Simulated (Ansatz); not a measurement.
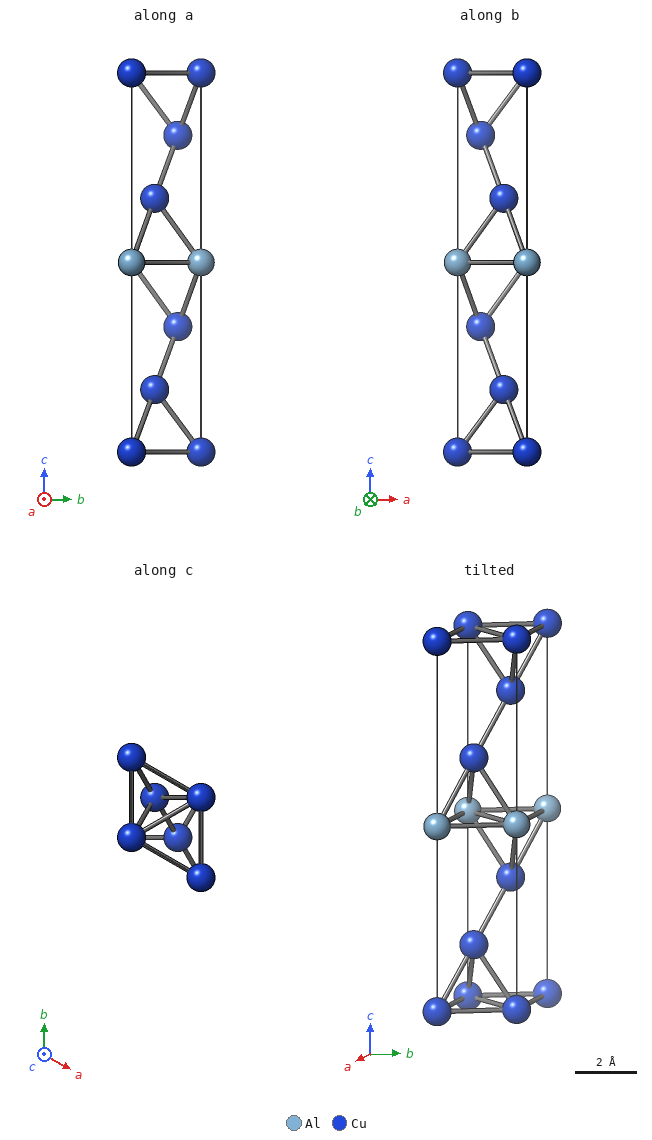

Structure drawing (ball-and-stick), viewed along the a axis, along the b axis, along the c axis and slightly off an axis. The parallelepiped is the conventional unit cell.

Lattice parameters: a = 2.6385 Å, b = 2.6385 Å, c = 12.4834 Å, α = 90.000°, β = 90.000°, γ = 120.000°.

> Convert the drawing into a CIF in P1 with every atom of the cell, with free fractional coordinates to two decimals.

```cif
data_structure
_symmetry_space_group_name_H-M 'P 1'
_symmetry_Int_Tables_number 1
_cell_length_a 2.6385
_cell_length_b 2.6385
_cell_length_c 12.4834
_cell_angle_alpha 90.000
_cell_angle_beta 90.000
_cell_angle_gamma 120.000
_cell_volume 75.26
loop_
_atom_site_label
_atom_site_type_symbol
_atom_site_fract_x
_atom_site_fract_y
_atom_site_fract_z
_atom_site_occupancy
Al1 Al 0.00 0.00 0.50 1
Cu1 Cu 0.3333 0.6667 0.84 1
Cu2 Cu 0.6667 0.3333 0.67 1
Cu3 Cu 0.3333 0.6667 0.33 1
Cu4 Cu 0.6667 0.3333 0.16 1
Cu5 Cu 0.00 0.00 0.00 1
```

The model was built from a structure type filled with these elements by a generator (whether the compound takes this form wasn't checked). Cell shown after relaxation with DFT PBE, scalar-relativistic, plane waves, PAW (Ansatz 0.2.0).
